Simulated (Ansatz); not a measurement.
# A ladder of methods for AlF3 (SMILES [F][Al]([F])[F])

The species is AlF3 (4 atoms), meant as a singlet with charge 0. SMILES: `[F][Al]([F])[F]`. Geometry: a GFN2-xTB relaxation, a rough one for these elements and not checked as a minimum.

Quantity: the electronic atomisation energy, in eV. The values are calculated. Electronic energies at fixed atoms, without zero-point motion or spin-orbit coupling.

| level | kind | program | value (eV) | CPU time (all runs) |
| --- | --- | --- | --- | --- |
| HF/STO-3G | Hartree–Fock | Ansatz | 11.69 | 0.18 s |
| SVWN5/STO-3G | LDA | Ansatz | 20.72 | 1.3 s |
| BLYP/STO-3G | GGA | Ansatz | 18.27 | 2.1 s |
| r2SCAN/STO-3G | meta-GGA | Ansatz | 17.78 | 5.2 s |
| B3LYP/STO-3G | global hybrid | Ansatz | 17.31 | 1.9 s |
| r2SCAN0/STO-3G | hybrid meta-GGA | Ansatz | 16.56 | 5 s |
| HSE06/STO-3G | range-separated hybrid | Ansatz | 17.04 | 2.4 s |
| wB97X/STO-3G | range-separated hybrid | Ansatz | 16.82 | 8.4 s |
| RPA@PBE/STO-3G | RPA | Ansatz | 11.50 | 3.2 s |
| CCSDT(Q)/STO-3G | coupled cluster or CI | Ansatz | 13.48 | 1.4 s |

The values span 11.50 to 20.72 eV. All rows use very small basis sets, so even the best lies far from the true value. CPU times are rough (shared hosts, several kinds of processor): they show what a rung costs within a factor of a few.

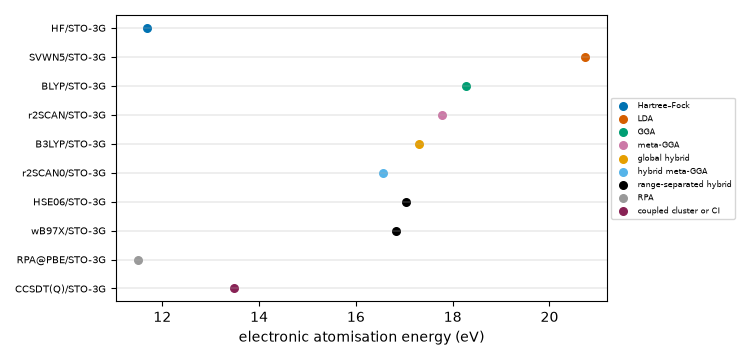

The values of the table, level by level.
